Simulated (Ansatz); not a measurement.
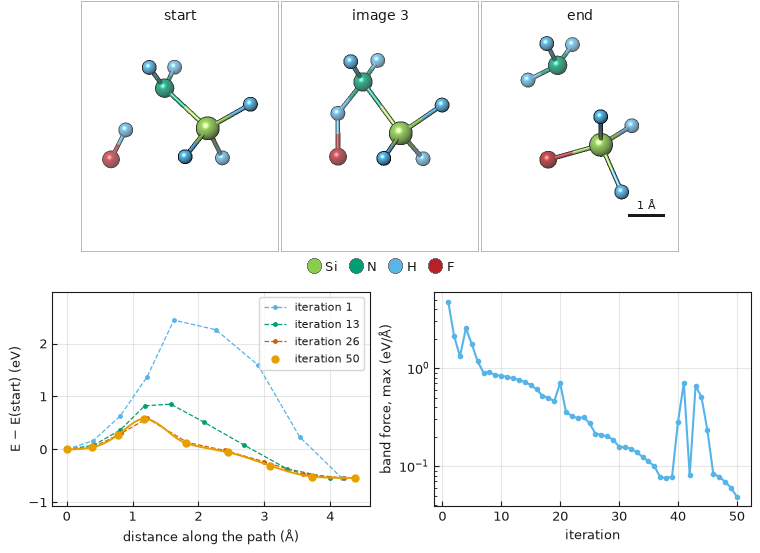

A search for the minimum-energy path of SiNH$_{6}$F by the nudged elastic band. Images are numbered from 0 (start) to 8 (end). The plot follows the band through its iterations. A ball-and-stick model, seen at a tilt.

These are results of RKS PBE0-D4/def2-SVP (Ansatz 0.2.0), not measurements. Set-up: 7 movable images; climbing image; force threshold 0.05 eV/Å; iteration limit 60; optimiser FIRE; starting path through a guess of the saddle point.

Q: Judge this run.

A: The run is converged, with reservations. The band converged in 50 iterations. The largest component of the band force went from 4.8 to 0.049 eV/Å. The climbing image converged on the top of the path. Its curvatures weren't checked. The first iteration put the highest image at 2.44 eV. The energy climbs by 0.58 eV to image 3 and then falls by 1.12 eV, so the end point sits at −0.54 eV.

Cost: 11 min on 1 thread of Arm Neoverse V2 (shared host), peak memory 0.13 GiB.
